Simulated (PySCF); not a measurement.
In(Vi)(OMe)(OEt), C₅H₁₁InO₂, SMILES C=[CH][In]([O]CC)[O]C, singlet, GFN2-xTB optimised geometry. Atoms within 1.6 Å of the plane z = 0.0 Å (x, y, z in Å): In1 (0.02, -0.21, 0.00), C2 (2.25, -0.21, 0.00), C3 (2.90, -1.36, -0.02), H4 (2.73, 0.75, 0.00), H5 (3.98, -1.40, -0.03), H6 (2.38, -2.30, -0.02), O7 (-1.23, 1.41, 0.00), C8 (-0.86, 2.75, -0.16), H9 (-0.65, 2.99, -1.20), H10 (-1.70, 3.36, 0.18), H11 (0.02, 3.02, 0.44), O12 (-0.81, -2.04, -0.05), C13 (-2.18, -2.30, -0.01), C14 (-2.92, -1.45, 1.02), H15 (-2.64, -2.13, -1.00), H16 (-2.29, -3.36, 0.24), H17 (-2.79, -0.40, 0.77), H18 (-3.98, -1.70, 1.03).

Level of theory: PySCF 2.14.0 with CAM-B3LYP/def2-SVP, def2 effective core potentials past Kr. The core electrons that the potentials of In replace are not part of the density. Cells within 0.4 Å of a nucleus heavier than hydrogen are left out (blank, or x).

Map of the HOMO amplitude (bohr^(-3/2)) on the plane z = 0.0 Å; orbital energy -8.44 eV, overall sign arbitrary:

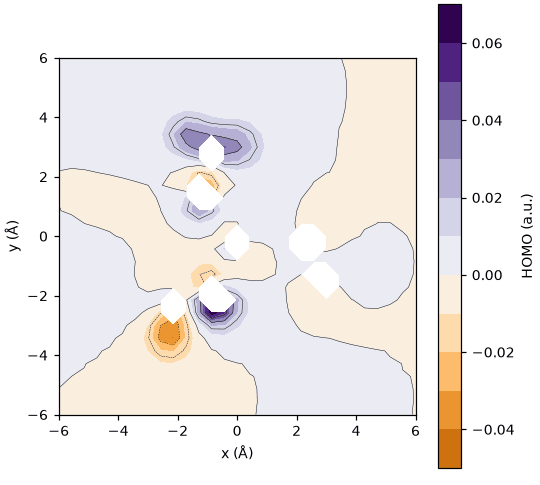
HOMO amplitude (bohr^(-3/2)) on the plane z = 0.0 Å.
